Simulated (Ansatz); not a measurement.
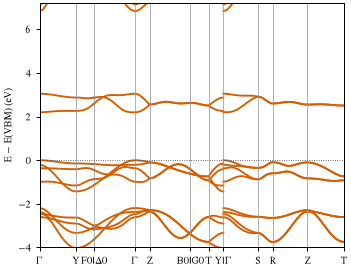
*Band structure from DFT-PBE+D3(BJ) in the program Ansatz with PAW potentials*

Question: Read off the gap and where the band edges lie.

Answer: About 2.2 eV (2.19 eV by a search for the band edges); maximum at Γ, minimum at Γ.

The material is Cl (molecular I2 type, Cmce).

Symmetry was held in the PBE+D3(BJ) relaxation. The substance is a gas or liquid at ambient conditions; this is its low-temperature solid.

Potentials: the later of the program's two PAW sets.
